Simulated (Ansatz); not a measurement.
Cost and result by functional for the surface energy of the (31-41) surface of hcp Tl in its 1x1 cell, outermost plane spacing 0.14 Å in the ideal cut, in Ansatz (plane waves, PAW). Single points on the PBE structure, on one kind of machine; costs are rough ratios of the slab run's core time (references not counted) to the cheapest single point. r2SCAN's cost holds its higher cutoff (500 against 420 eV). Differences are taken against r2SCAN for comparison alone: no measured value is at hand, so the table doesn't rank accuracy.

Slab: 26 atoms, 10.3 Å thick at the start (thin: gaps and levels are the slab's own); k 6x4x1, smearing 0.1 eV, dipole-corrected; all atoms relaxed; held to the start's symmetry, so lower structures may exist; no spin, no spin-orbit, no U. These notes are the PBE run's.

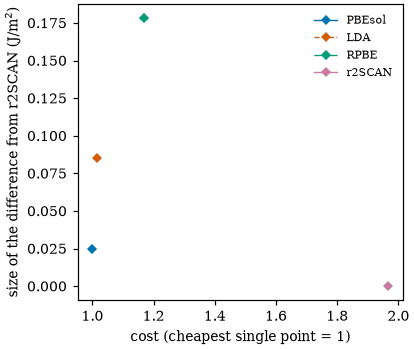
Figure. Difference from r2SCAN against cost

```csv
functional,relative cost,surface energy (J/m²),less r2SCAN (J/m²)
PBEsol,1,0.39,0.02
LDA,1,0.45,0.09
RPBE,1,0.18,-0.18
r2SCAN,2,0.36,0.00
PBE (the relaxed run's value),–,0.28,-0.08
```

The values span 0.26 J/m², while the single points' costs differ by a factor of roughly 2. Differences are of unrounded values.

Ansatz is a program for electronic structure.
